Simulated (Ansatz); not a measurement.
# CCSD(T)/def2-SVP run of CH4GeO2 (SMILES O=C[O][GeH3])

Aim: the energy change on altering one bond length of CH4GeO2 at CCSD(T)/def2-SVP, from 2 runs. 

Program for the calculation: Ansatz 0.2.0.

53 further runs of the same task are left out: 53 set aside as unsound or not needed. Runs told in other sessions of the task aren't counted.

### 1 Starting point

CH4GeO2 has 8 atoms, charge 0, and is taken as a singlet. As SMILES, `O=C[O][GeH3]`. The shape is that of a PBE0-D4/def2-TZVP optimisation. This is one conformer, not always the lowest.

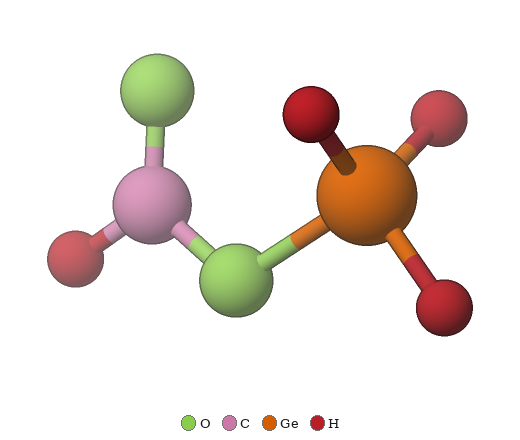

Viewed from a chosen angle; oxygen green, carbon pink, germanium orange, hydrogen red.

### 2 The energy at CCSD(T)/def2-SVP

job.yaml reads:

```yaml
crystal:
  periodic: [false, false, false]
  atoms:
    - {symbol: O, position_ang: [1.249800, -0.737800, 1.111600]}
    - {symbol: C, position_ang: [1.395900, 0.277800, 0.484100]}
    - {symbol: O, position_ang: [0.493200, 0.797800, -0.322800]}
    - {symbol: Ge, position_ang: [-1.061900, -0.180000, -0.421000]}
    - {symbol: H, position_ang: [2.310300, 0.889700, 0.516800]}
    - {symbol: H, position_ang: [-1.700900, -0.218500, 0.966900]}
    - {symbol: H, position_ang: [-0.732900, -1.562300, -0.983900]}
    - {symbol: H, position_ang: [-1.861500, 0.676100, -1.407500]}
basis:
  gaussian:
    orbitals: def2-SVP
magnetization:
  spin_polarized: false
correlation:
  method: ccsd_t
  frozen_orbitals: {C: 1, Ge: 9, H: 0, O: 1}
accuracy: high
scf:
  omitted_lower_state_checks: [cluster_reference, increment]
```

Command:

```sh
ansatz run job.yaml --threads 1 --pin off --max-ram 2610MiB --events-out events.jsonl --progress --plain --runs-dir runs
```

The program printed, shortened:

```text
Warning: RAYON_NUM_THREADS=1 ignored (pool sized by the plan → 1); use --threads N
Functional definition: HF
  name "HF"
[...]
2075 factors; integrals over basis functions are off by at most 4.6e-9 eV
[...]
mean field -61631.09963241 eV, -2264.9011364312 hartree, gradient 6.4e-8 eV, S^2 0.000000; 0 other end points of the search recorded, 0 dependent functions left out
12 core orbitals not correlated: weight in the atoms' cores, before any rotation towards them, 1.000 or more for the frozen orbitals, at most 0.000 for the correlated occupied ones
reference -61631.09963241 eV, -2264.9011364312 hartree; 17, 17 occupied and 65, 65 virtual orbitals, 2075 factors
second order -19.76596164 eV of doubles, -0.00000000 eV of singles
cycle   1  -19.48182286 eV  change    2.8e-1 eV  update   1.2e-1
[...]
cycle  20  -20.26414815 eV  change    2.0e-9 eV  update   3.3e-9
perturbative correction -0.60887302 eV, -0.0223756708 hartree
Total energy: -61651.97265358 eV, -2265.6682058110 hartree
Checks for a lower state left out: cluster_reference, increment
```

It took 39 s on 1 thread of Arm Neoverse V2, shared host; peak memory 0.59 GiB.

### 3 The distorted shape, same level

input.yaml reads:

```yaml
crystal:
  periodic: [false, false, false]
  atoms:
    - symbol: O
      position_ang: [2.493920, 0.044465, 1.190163]
    - symbol: C
      position_ang: [2.640020, 1.060065, 0.562663]
    - symbol: O
      position_ang: [1.737320, 1.580065, -0.244237]
    - symbol: Ge
      position_ang: [-1.061900, -0.180000, -0.421000]
    - symbol: H
      position_ang: [3.554420, 1.671965, 0.595363]
    - symbol: H
      position_ang: [-1.700900, -0.218500, 0.966900]
    - symbol: H
      position_ang: [-0.732900, -1.562300, -0.983900]
    - symbol: H
      position_ang: [-1.861500, 0.676100, -1.407500]
basis:
  gaussian:
    orbitals: def2-SVP
correlation:
  method: ccsd_t
  frozen_orbitals: {C: 1, Ge: 9, H: 0, O: 1}
accuracy: high
scf:
  omitted_lower_state_checks: [cluster_reference, increment]
```

Command:

```sh
ansatz run input.yaml --threads 1 --pin off --max-ram 2610MiB --events-out events.jsonl --progress --plain --runs-dir runs
```

The program printed, shortened:

```text
Warning: RAYON_NUM_THREADS=1 ignored (pool sized by the plan → 1); use --threads N
[... 2 set-up lines as earlier in the session ...]
[...]
1982 factors; integrals over basis functions are off by at most 2.4e-8 eV
[...]
mean field -61626.55278045 eV, -2264.7340427037 hartree, gradient 2.0e-8 eV, S^2 0.000000; 0 other end points of the search recorded, 0 dependent functions left out; unrestricted orbitals would lower it
12 core orbitals not correlated: weight in the atoms' cores, before any rotation towards them, 1.000 or more for the frozen orbitals, at most 0.000 for the correlated occupied ones
reference -61626.55278045 eV, -2264.7340427037 hartree; 17, 17 occupied and 65, 65 virtual orbitals, 1982 factors
second order -20.01206653 eV of doubles, -0.00000000 eV of singles
cycle   1  -19.44929343 eV  change    5.6e-1 eV  update   2.3e-1
[...]
cycle  32  -20.68259295 eV  change   4.5e-11 eV  update   3.3e-9
perturbative correction -1.04625095 eV, -0.0384490133 hartree
Total energy: -61648.28162436 eV, -2265.5325629889 hartree
Checks for a lower state left out: cluster_reference, increment
```

It took 47 s on 1 thread of Arm Neoverse V2, shared host; peak memory 0.57 GiB.

### 4 Summary of results

Level: CCSD(T)/def2-SVP, 12 core orbitals frozen.

| quantity | value |
| --- | --- |
| first shape: total energy | -2265.66821 Eh |
| first shape: correlation energy (12 core orbitals frozen) | -767.1 mEh |
| first shape: (T) correction | -22.38 mEh |
| first shape: T1 diagnostic | 0.015 |
| distorted shape: total energy | -2265.53256 Eh |
| distorted shape: correlation energy (12 core orbitals frozen) | -798.5 mEh |
| distorted shape: (T) correction | -38.45 mEh |
| distorted shape: T1 diagnostic | 0.056 |
| energy change with the O3–Ge4 bond stretched from 1.840 to 3.311 Å | 3.691 eV |

In words: One bond (distorted shape) is far stretched, which a spin-restricted single reference describes badly; perturbation theory on it can break down and give far too much correlation. With the O3–Ge4 bond stretched from 1.840 to 3.311 Å the energy rises by 3.69 eV (356 kJ/mol). The first shape isn't relaxed at this level, so the change isn't measured from a minimum. A restricted reference can't describe the breaking bond well at this length. The triples (first shape) make up 2.9 % of the correlation energy. The T1 diagnostic (distorted shape) of 0.056 is above the customary mark for such species, so a single reference may not serve. The restricted solution (distorted shape) is unstable to spin breaking: an unrestricted one lies lower. The triples (distorted shape) make up 4.8 % of the correlation energy.
